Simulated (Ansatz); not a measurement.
# Decaying states in the gap of BaLiI3, part 2 of 3

A new crystal, BaLiI3: structure, gap and complex bands. It is built by putting I for F in the BaLiF3 structure of space group Pm-3m, with the volume rescaled by atomic radii. The parent structure comes from the Materials Project.

Ansatz 0.2.0; PBE DFT, plane waves, PAW files (the session's first sound run).

So far, gap on the k-mesh (eV): step 3 (band edges) 2.60.

The structure was built from a prototype and need not be the compound's stable phase.

## 4. Decaying states in the gap

This step: PBE DFT, plane waves, PAW files; complex bands by layer matching along the plane's normal (Ansatz 0.2.0).

The same crystal is laid in a cell whose first two vectors span the (111) plane (indices of the standard conventional cell, whose axes can be ordered otherwise than in the bulk input). At fixed energy and wavevector in the plane the solver finds all kz, real and complex. A few wavevectors are listed, (0, 0) and (0.5, 0) in units of the plane's reciprocal vectors; the slowest state needn't be among them.

input.yaml reads:

```yaml
crystal:
  lattice:
    - [8.006927767, 0.0, 0.0]
    - [4.003463883, 6.934202852, 0.0]
    - [4.003463883, 2.311400951, 3.268814573]
  atoms:
    - { symbol: Ba, position: [0.0, 0.0, 0.0] }
    - { symbol: Li, position: [0.5, 0.5, 0.5] }
    - { symbol: I, position: [0.5, 0.5, 0.0] }
    - { symbol: I, position: [0.5, 0.0, 0.0] }
    - { symbol: I, position: [0.0, 0.5, 0.0] }
kpoints:
  mp_grid: { grid: [8, 8, 8] }
scf:
  occupations: { method: fixed }
hamiltonian:
  xc: pbe
output:
  eigenvalues: true
  transmission:
    leads: [[0, 0]]
    kpoints: [[0.0, 0.0], [0.5, 0.0]]
    e_range: [-1.0, 3.6]
    de: 0.08
```

On the command line:

```bash
ansatz run input.yaml --threads 2 --pin off --max-ram 4096MiB --backend cpu --events-out ev --progress --plain --runs-dir out
```

Numbers of over 12 decimals in the logs are rounded to 6 here.

The program printed:

```text
basis.fft_grid_basis auto: the FFT boxes are laid along the combinations [[1, 0, -1], [0, 1, -1], [0, 0, 1]] of the cell's own vectors, 5.662, 5.662 and 5.662 Å long. The dense box has 40×40×40 points. Along the cell's own vectors, as sized, it would have 54×54×40, 1.82 times as many. basis.fft_grid_basis: typed keeps the cell's own vectors: state it where this run's energies or levels are differenced outside the engine with another run's, or held beside a run that keeps those vectors.
[...]
Crystal: 5 atoms, lattice volume = 181.490 Å³
Basis set: ecut = 420 eV, 3575 PW (Γ), FFT grids on a1−a3, a2−a3, a3
Bands: 39, of which v1, the nominal top of the filled ones, is band 32 counted from 1 (31 counted from 0)
Symmetry: 48 space group operations
[...]
k-points: 35 of 512
[...]
SCF iter   1: F=—  HF=-28700.115427 eV  |F-HF|=—  |Δ(HF+E_count)|=         —  Δρ=6.75e-4  dr2=1.60e-3  ethr=1.77e-3  ⟨swp⟩=6.6  Hψ=5145  notcnv=0  defer=146
[...]
SCF iter   6: F=-28700.117636 eV  HF=-28700.117636 eV  |F-HF|=1.46e-8  |Δ(HF+E_count)|=   4.40e-7  Δρ=2.51e-6  dr2=3.50e-8  ethr=1.56e-10  ⟨swp⟩=15.6  Hψ=8602  notcnv=0
SCF 1 converged in 6 iterations: F = -28700.117636 eV  dr2 = 3.50e-8
[...]
transmission: 5 of 10 steps passed
transmission: 10 of 10 steps passed
SCF converged after 6 iterations
Free energy (F): -28700.117636 eV
[...]
Internal energy: -28700.117636 eV  (E = F + TS)
E sigma→0 (E₀):  -28700.117636 eV
Fermi energy:    5.669329 eV
[...]
--- Band table (eV; the first three rows and the last of 35) ---
  k-point 0: bands = [... 28 lower, 4.6758, 5.4798, 5.4798, 5.4798, 8.2729, 8.3080, 8.3080, 8.9113, ... 3 higher]
  k-point 1: bands = [... 28 lower, 4.7792, 4.7982, 5.4378, 5.4378, 8.6429, 8.6429, 8.7474, 9.3350, ... 3 higher]
  k-point 2: bands = [... 28 lower, 4.0858, 5.1208, 5.4415, 5.4415, 9.0323, 9.1283, 9.1283, 10.2968, ... 3 higher]
  k-point 34: bands = [... 28 lower, 4.1416, 4.6941, 5.1344, 5.2469, 9.5679, 9.6630, 9.7325, 9.7948, ... 3 higher]
--- Transmission ---
  basis      : 499 plane waves across, 5 finite elements along
  points     : 2, as listed
  energies   : 58 from -1.000000 to 3.560000 eV about the Fermi level, 0.080000 eV apart; the leads are filled to 1.301772 eV, and channels, transmission and decay are at 1.320000 eV
  crystal 0  : I3Ba1Li1, at the sites [0, 0], period 3.2688 Å: whole cells are its period
    offset         : up to 0.0000 Å between an atom of the period and one for which it stands
    channels       : 0.000000e0 a spin
    conductance    : none, the energies end too early or step too widely for 300 K: set another output.transmission.e_range or a lower de, or, where they end at an eighth of basis.ecutwfc, a higher one
    slowest decay  : 0.2198 /Å at (0.0000, 0.0000)
```

The job ended after 3.1 min (2 threads of Arm Neoverse V2, shared host; peak memory 1.9 GiB).

Numbers from this step:

```
gap on the k-mesh                                         : 2.604 eV
level to which the leads are filled                       : 1.302 eV from the Fermi level
decay constant at the filling level, zone centre          : 0.2198 Å⁻¹
decay constant at the filling level, slowest listed point : 0.2198 Å⁻¹
```

K parallel (0, 0); values up to 1.5 1/Å, a degenerate pair printed once or twice; energies at which all values exceed this have no row. Im kz of the slowest decaying states against energy, zero at the highest filled level on the SCF mesh:

```csv
energy (eV),decay 1 (Å⁻¹),decay 2 (Å⁻¹),decay 3 (Å⁻¹),decay 4 (Å⁻¹)
-1.000,0.0546,0.425,0.440,0.644
-0.520,0.247,0.425,0.440,0.468
-0.040,0.0956,0.178,0.218,0.416
0.520,0.187,0.187,0.279,0.352
1.000,0.215,0.230,0.282,0.369
1.480,0.218,0.249,0.265,0.334
1.960,0.190,0.226,0.250,0.288
2.520,0.0790,0.112,0.210,0.229
3.000,0.0630,0.183,0.190,0.204
3.480,0.00518,0.00847,0.190,0.338
```

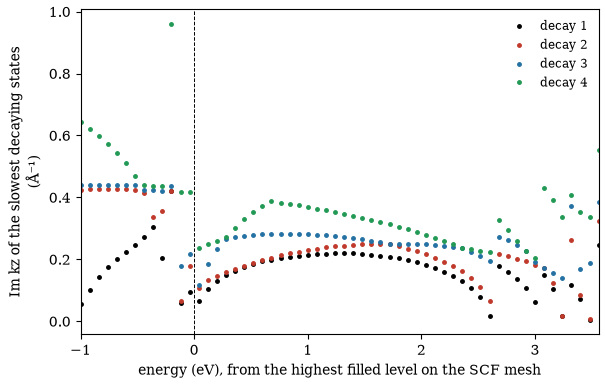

Im kz of the slowest decaying states against energy.

K parallel (0.5, 0); values up to 1.5 1/Å, a degenerate pair printed once or twice; energies at which all values exceed this have no row. Table of Im kz of the slowest decaying states by energy, zero at the highest filled level on the SCF mesh:

```csv
energy (eV),decay 1 (Å⁻¹),decay 2 (Å⁻¹),decay 3 (Å⁻¹),decay 4 (Å⁻¹)
-1.0000,0.0965,0.117,0.391,0.433
-0.7600,0.0990,0.139,0.301,0.425
-0.5200,0.0816,0.104,0.444,0.471
-0.2800,0.205,0.222,0.453,0.471
-0.0400,0.0885,0.132,0.228,0.280
0.2800,0.205,0.213,0.280,0.335
0.5200,0.239,0.257,0.302,0.371
0.7600,0.263,0.289,0.316,0.407
1.0000,0.281,0.312,0.323,0.410
1.2400,0.294,0.325,0.330,0.409
1.4800,0.303,0.323,0.343,0.398
1.7200,0.307,0.317,0.353,0.380
1.9600,0.305,0.306,0.360,0.361
2.2800,0.285,0.293,0.336,0.365
2.5200,0.264,0.275,0.316,0.355
2.7600,0.235,0.246,0.294,0.325
3.0000,0.196,0.198,0.270,0.275
3.2400,0.120,0.139,0.193,0.220
3.4800,0.182,0.352,0.365,0.369
```

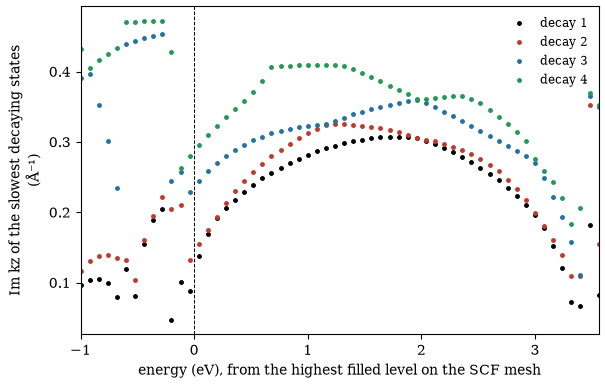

Im kz of the slowest decaying states, plotted against energy.

At the listed wavevectors the last open channel is at -0.04 eV and the next at +2.68 eV on the grid. At +1.32 eV, the grid energy nearest the filling level (the middle of the gap on the SCF mesh), the slowest state at the listed wavevectors decays with κ = 0.220 Å⁻¹, its amplitude falling by e over 4.5 Å. Through 1 nm of this crystal that state's transmission falls by exp(−2 × 0.220 Å⁻¹ × 10 Å) = 0.012.

## 5. Decay over the two-dimensional zone

The listed points could miss the slowest state, so one energy near mid-gap is solved on a mesh of 8×8.

Edit input.yaml of step 4 so:

```diff
@@ -19,6 +19,2 @@
   eigenvalues: true
-  transmission:
-    leads: [[0, 0]]
-    kpoints: [[0.0, 0.0], [0.5, 0.0]]
-    e_range: [-1.0, 3.6]
-    de: 0.08
+  transmission: { leads: [[0, 0]], kmesh: [8, 8], e_range: [1.3, 1.31], de: 0.05 }
```

The program printed:

```text
[...]
Crystal: 5 atoms, lattice volume = 181.490 Å³
Basis set: ecut = 420 eV, 3575 PW (Γ), FFT grids on a1−a3, a2−a3, a3
Bands: 39, of which v1, the nominal top of the filled ones, is band 32 counted from 1 (31 counted from 0)
Symmetry: 48 space group operations
[...]
k-points: 35 of 512
[...]
SCF iter   1: F=—  HF=-28700.115427 eV  |F-HF|=—  |Δ(HF+E_count)|=         —  Δρ=6.75e-4  dr2=1.60e-3  ethr=1.77e-3  ⟨swp⟩=6.6  Hψ=5145  notcnv=0  defer=146
[...]
SCF iter   6: F=-28700.117636 eV  HF=-28700.117636 eV  |F-HF|=1.46e-8  |Δ(HF+E_count)|=   4.40e-7  Δρ=2.51e-6  dr2=3.50e-8  ethr=1.56e-10  ⟨swp⟩=15.6  Hψ=8602  notcnv=0
SCF 1 converged in 6 iterations: F = -28700.117636 eV  dr2 = 3.50e-8
[...]
transmission: 20 of 50 steps passed
transmission: 40 of 50 steps passed
transmission: 50 of 50 steps passed
SCF converged after 6 iterations
Free energy (F): -28700.117636 eV
[...]
Internal energy: -28700.117636 eV  (E = F + TS)
E sigma→0 (E₀):  -28700.117636 eV
Fermi energy:    5.669329 eV
[...]
--- Band table (eV; the first three rows and the last of 35) ---
  k-point 0: bands = [... 28 lower, 4.6758, 5.4798, 5.4798, 5.4798, 8.2729, 8.3080, 8.3080, 8.9113, ... 3 higher]
  k-point 1: bands = [... 28 lower, 4.7792, 4.7982, 5.4378, 5.4378, 8.6429, 8.6429, 8.7474, 9.3350, ... 3 higher]
  k-point 2: bands = [... 28 lower, 4.0858, 5.1208, 5.4415, 5.4415, 9.0323, 9.1283, 9.1283, 10.2968, ... 3 higher]
  k-point 34: bands = [... 28 lower, 4.1416, 4.6941, 5.1344, 5.2469, 9.5679, 9.6630, 9.7325, 9.7948, ... 3 higher]
--- Transmission ---
  basis      : 499 plane waves across, 5 finite elements along
  points     : 10, standing for a mesh of 8 x 8
  energies   : 1 from 1.300000 to 1.300000 eV about the Fermi level; the leads are filled to 1.301772 eV, and channels, transmission and decay are at 1.300000 eV
  crystal 0  : I3Ba1Li1, at the sites [0, 0], period 3.2688 Å: whole cells are its period
[...]
channels       : 0.000000e0 a spin
    conductance    : none, crystal 0 has no channel at the energies, or these end too early or step too widely for 300 K: set another output.transmission.e_range or a lower de, or, where they end at an eighth of basis.ecutwfc, a higher one
    slowest decay  : 0.2198 /Å at (0.0000, 0.0000)
```

Wall time 1.7 min (2 threads); peak memory 1.8 GiB; 3.3 min of CPU time.

Numbers from this step:

| Quantity | Value |
| --- | --- |
| least decay constant on the mesh | 0.2198 Å⁻¹ |

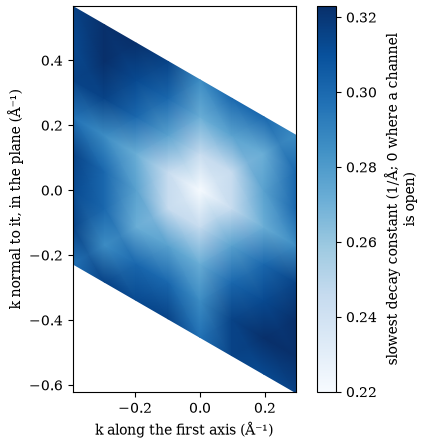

Slowest decay constant (1/Å; 0 where a channel is open) over k1 and k2. At 1.3000 eV from the Fermi level.

The least value on the mesh is 0.220 Å⁻¹ at +1.30 eV. At that energy the listed points give about 0.220 Å⁻¹ by interpolation, so the mesh holds no clearly slower state.

## 6. Band edges at another level

This step: PBEsol DFT, plane waves, PAW files (Ansatz 0.2.0).

The edges again with PBEsol, at the same atoms.

input.yaml reads:

```yaml
crystal:
  lattice:
    - [5.6617529204, 0.0, 0.0]
    - [0.0, 5.6617529204, 0.0]
    - [0.0, 0.0, 5.6617529204]
  atoms:
    - { symbol: Ba, position: [0.0, 0.0, 0.0] }
    - { symbol: Li, position: [0.5, 0.5, 0.5] }
    - { symbol: I, position: [0.0, 0.5, 0.5] }
    - { symbol: I, position: [0.5, 0.5, 0.0] }
    - { symbol: I, position: [0.5, 0.0, 0.5] }
kpoints:
  mp_grid: { grid: [6, 6, 6] }
  band_path: { path: [VBM, CBM], npoints: 30 }
scf:
  occupations: { method: fixed }
hamiltonian:
  xc: pbesol
output:
  eigenvalues: true
```

The program printed:

```text
[...]
Crystal: 5 atoms, lattice volume = 181.490 Å³
Basis set: ecut = 420 eV, 3575 PW (Γ)
Bands: 39, of which v1, the nominal top of the filled ones, is band 32 counted from 1 (31 counted from 0)
Symmetry: 48 space group operations
[...]
k-points: 20 of 216
[...]
SCF iter   1: F=—  HF=-28369.643096 eV  |F-HF|=—  |Δ(HF+E_count)|=         —  Δρ=2.09e-3  dr2=8.14e-3  ethr=1.77e-3  ⟨swp⟩=6.6  Hψ=3003  notcnv=0  defer=81
[...]
SCF iter   6: F=-28369.643172 eV  HF=-28369.643172 eV  |F-HF|=6.80e-8  |Δ(HF+E_count)|=   1.78e-6  Δρ=4.63e-6  dr2=4.76e-8  ethr=1.56e-10  ⟨swp⟩=13.9  Hψ=5544  notcnv=0
SCF 1 converged in 6 iterations: F = -28369.643172 eV  dr2 = 4.76e-8
[...]
SCF converged after 6 iterations
Free energy (F): -28369.643172 eV
[...]
Internal energy: -28369.643172 eV  (E = F + TS)
E sigma→0 (E₀):  -28369.643172 eV
Fermi energy:    5.557999 eV
[...]
--- Band table (eV; the first three rows and the last of 20) ---
  k-point 0: bands = [... 28 lower, 4.5538, 5.3625, 5.3625, 5.3625, 8.0173, 8.1204, 8.1204, 8.7555, ... 3 higher]
  k-point 1: bands = [... 28 lower, 4.4484, 5.0221, 5.2572, 5.2572, 8.3143, 8.4164, 8.4834, 8.8070, ... 3 higher]
  k-point 2: bands = [... 28 lower, 4.2283, 4.3684, 5.0695, 5.0695, 8.7906, 8.9231, 9.2473, 9.2773, ... 3 higher]
  k-point 19: bands = [... 28 lower, 5.4090, 5.5580, 5.5580, 5.5580, 8.4784, 8.9834, 8.9834, 8.9834, ... 3 higher]
```

It took 13 s on 2 threads; peak memory 0.46 GiB; 25 s of CPU time.

Numbers from this step:

```
free energy        : -28369.6432 eV
Fermi energy       : 5.558 eV
gap on the k-mesh  : 2.459 eV
gap on path        : 2.459 eV, by band count; negative where bands overlap
direct gap on path : 2.655 eV
```

The electronic bands at the labelled points (eV, zero at the Fermi level (highest filled level under fixed occupations); v1 is the highest filled band, c1 the lowest empty one):

```csv
point,v4,v3,v2,v1,c1,c2,c3,c4
VBM,-0.15,0.00,0.00,0.00,2.92,3.43,3.43,3.43
CBM,-1.00,-0.20,-0.20,-0.20,2.46,2.56,2.56,3.20
```

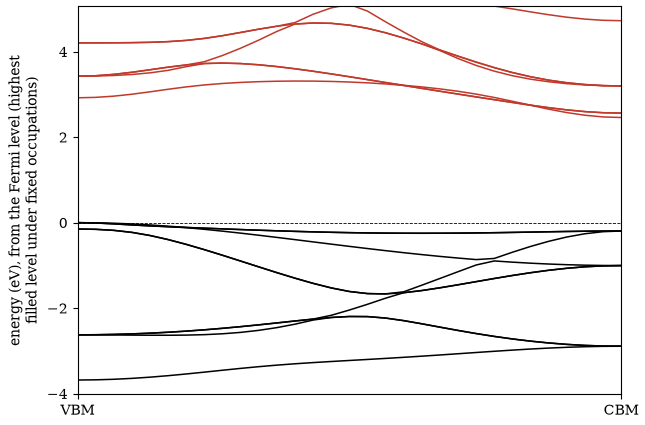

Electronic bands along the path; lines of filled and empty bands in two colours.

The searched edges give 2.46 eV, as on the mesh.

Between step 3 and this run (PBEsol) the value for the gap on the k-mesh moves from 2.60 eV to 2.46 eV.

(Part 2 of 3 ends here.)

[Logs are printed without paths, hosts, clocks, repeated set-up lines and the standing remarks that a program may print on its own settings, such as how far it seeks lower states.]

[Hosts, paths, dates, database ids (printed as entryN), source tags and the programs' standing remarks are cut or masked in the printed files.]

[New means built here by substitution; the compound itself may be known and measured.]
